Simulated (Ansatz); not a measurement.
An ideal cubic perovskite cell is held by its symmetry; such compounds can tilt or shift off centre at room temperature. The starting structures come from a database of crystals and need not be the phases stable at ambient conditions.

 Where the default PAW files enter, the runs use the earlier of Ansatz's two default sets.

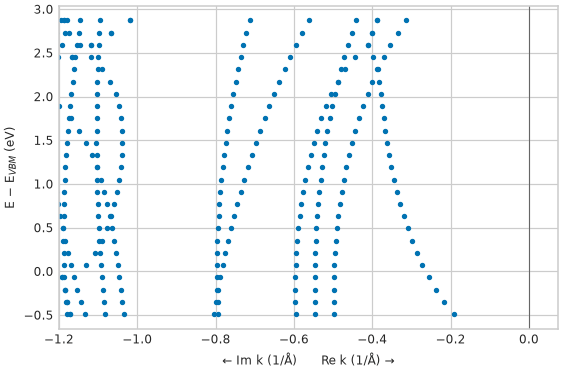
Complex bands at the centre of the two-dimensional zone; PBEsol (Ansatz, an electronic-structure program)

No gap correction and no spin-orbit coupling; mid-gap values are interpolated between computed energies.

**Question.** This is CsPbF3 (Pm-3m, cubic perovskite, not sure to be the ambient phase, 5 atoms a cell, 22.6 Å³ an atom) along the normal of (110). Read off the slowest decay at the centre of the two-dimensional zone at 1.33 eV, the computed energy nearest the middle of the gap.

**Answer.** κ ≈ 0.36 1/Å, a decay length 1/(2κ) of the density of 1.4 Å.
